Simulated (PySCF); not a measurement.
C5H14OSi, SMILES C[Si](C)(C)CCO at its GFN2-xTB optimised geometry (Å):

```
21

C      2.0203    -0.4200     0.0000
Si     0.1120    -0.4200     0.0000
C     -0.5339    -1.3336    -1.5445
C     -0.5272     1.3791     0.0000
C     -0.4841    -1.3150     1.5850
C     -2.0002    -1.4011     1.7042
O     -2.4231    -2.1317     2.8350
H      2.4210     0.1107     0.8581
H      2.4182    -1.4297     0.0248
H      2.4086     0.0618    -0.8916
H     -0.1277    -0.9024    -2.4545
H     -0.2576    -2.3837    -1.5292
H     -1.6162    -1.2804    -1.6134
H     -1.6110     1.4146    -0.0561
H     -0.2273     1.9097     0.8990
H     -0.1393     1.9333    -0.8492
H     -0.0825    -2.3291     1.6142
H     -0.0945    -0.8011     2.4676
H     -2.4314    -0.3899     1.7279
H     -2.4210    -1.9333     0.8495
H     -2.0071    -1.7502     3.6162
```

Method: PySCF with PBE/def2-SVP. Cells within 0.4 Å of a nucleus heavier than hydrogen are left out (blank, or x).

Map of the log10 of the electron density (e/bohr³), floored at −4 on the plane z = 0.0 Å:

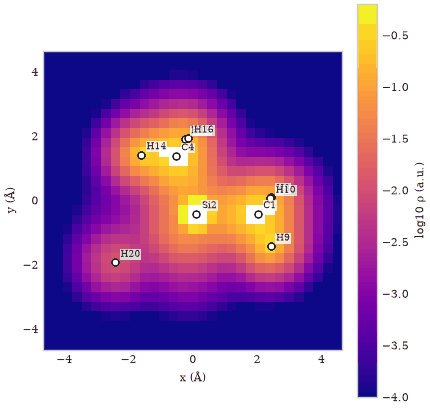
Log10 of the electron density (e/bohr³), floored at −4 on the plane z = 0.0 Å.
